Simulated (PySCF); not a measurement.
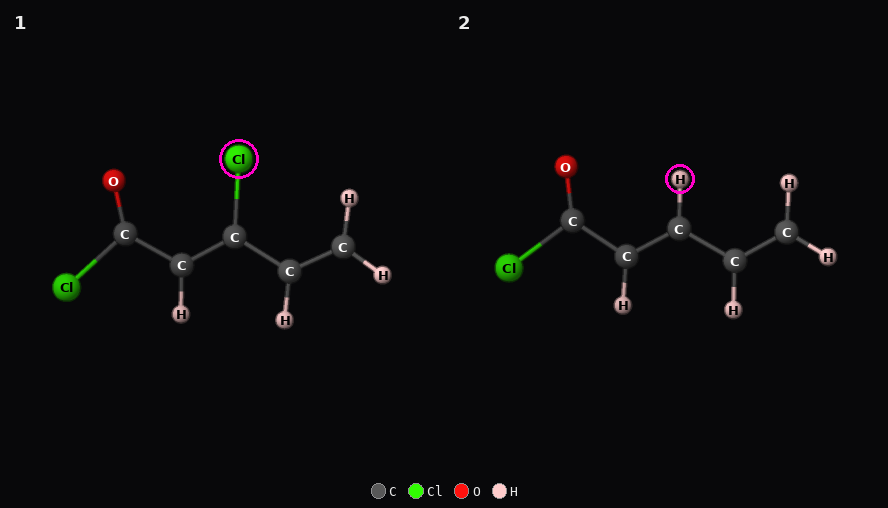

2 molecules with one skeleton, seen from the same side and at one scale; the atom that differs is circled. Each species is neutral and a spin singlet. Computed geometries: GFN2-xTB optimisations, one conformation each. Properties computed with PySCF 2.14.0.

One atom differs, called X below: Cl in panel 1, H in panel 2. Their formulas are C5H4Cl2O (`C=C/C(Cl)=C/C(=O)Cl`), C5H5ClO (`C=C/C=C/C(=O)Cl`).

In which is the dipole moment larger (PBE0/pcSseg-1)?

In panel 1 (X = Cl).

In which is the GIAO shielding of the C bonded to X larger (PBE0/pcSseg-1)?

In panel 2 (X = H).

Give the values. With GFN2-xTB: length of X–C (Å), mean angle X–C–C (°). With PBE0/pcSseg-1: dipole moment (D), HOMO energy (Kohn–Sham orbital) (eV), HOMO–LUMO gap (eV), Hirshfeld charge of X (e), GIAO shielding of the C bonded to X (ppm).

| quantity | 1 (Cl) | 2 (H) | 2 − 1 |
| --- | --- | --- | --- |
| length of X–C (Å) | 1.708 | 1.083 | −0.625 |
| mean angle X–C–C (°) | 119.3 | 118.0 | −1.3 |
| dipole moment (D) | 4.78 | 4.46 | −0.32 |
| HOMO energy (Kohn–Sham orbital) (eV) | −7.90 | −7.76 | +0.14 |
| HOMO–LUMO gap (eV) | 4.98 | 5.06 | +0.08 |
| Hirshfeld charge of X (e) | 0.04 | 0.06 | +0.02 |
| GIAO shielding of the C bonded to X (ppm) | 24.7 | 29.8 | +5.1 |
